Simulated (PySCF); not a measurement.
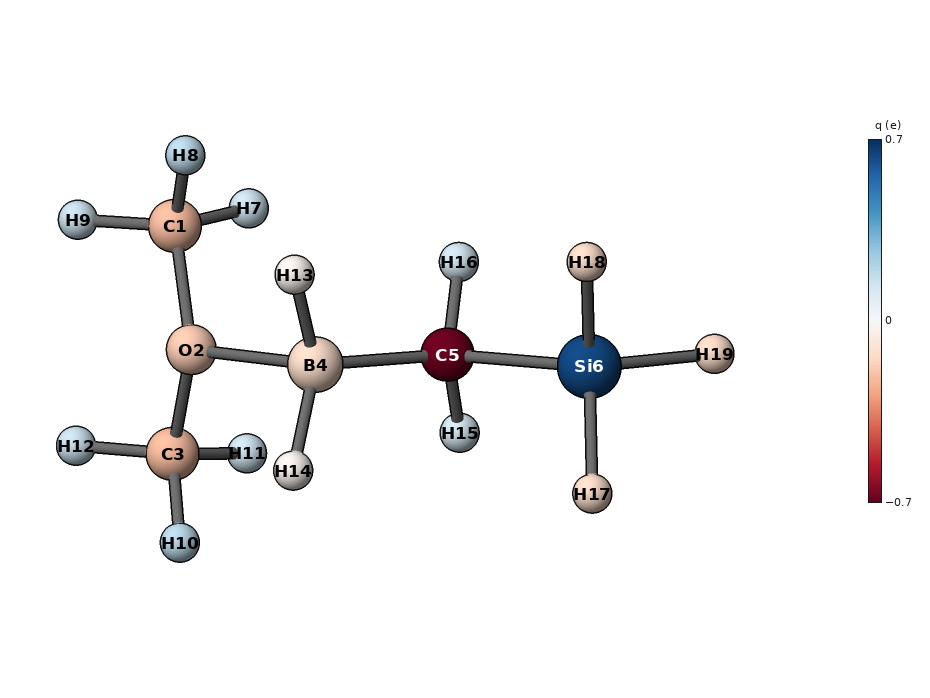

Atoms are coloured by their IAO charges. The geometry was computed by an optimisation with PBE0-D3(BJ)/def2-SVP. No frequency run is at hand to confirm it as a minimum. Level of theory: PBE0/def2-TZVP, gas phase (PySCF 2.14.0).

Q: Which atom carries the highest charge (most positive or least negative)?

A: Si6 (0.63 e).

Q: And the lowest?

A: C5 (−0.68 e).

Give the IAO charges atom by atom.

```
atom  value (e)
  C1      −0.21
  O2      −0.18
  C3      −0.21
  B4      −0.13
  C5      −0.68
 Si6       0.63
  H7       0.15
  H8       0.18
  H9       0.15
 H10       0.18
 H11       0.15
 H12       0.15
 H13      −0.03
 H14      −0.03
 H15       0.13
 H16       0.13
 H17      −0.13
 H18      −0.13
 H19      −0.13
```
